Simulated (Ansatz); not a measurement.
The figure comes from a scan of SiC (wurtzite): one Si atom of a 4-atom cell moves by s along Cartesian z, with its periodic images. These are PBEsol (plane waves to 420 eV, PAW, scalar-relativistic; Ansatz, a program for electronic structure) values and carry that method's errors. k mesh 10×10×5 (Γ-centred), Fermi-Dirac smearing 0.05 eV. F∥ is the force on the atom along that direction. SiC was relaxed with its symmetry unable to fall. 

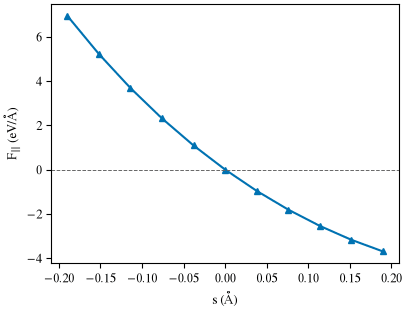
Fig. 1. F∥ (eV/Å) against s (Å); markers are the computed points, lines only join them.

Problem. Read the plotted values off the figure, to the accuracy that the plot allows.

Solution. To the nearest 0.2:

```csv
s (Å),F∥ (eV/Å)
-0.190,7.0
-0.152,5.2
-0.114,3.6
-0.076,2.4
-0.038,1.0
0.000,0.0
0.038,-1.0
0.076,-1.8
0.114,-2.6
0.152,-3.2
0.190,-3.6
```

(A displaced cell: forces are minus the slopes of the energy, force constants its curvatures, and phonons follow from these.)
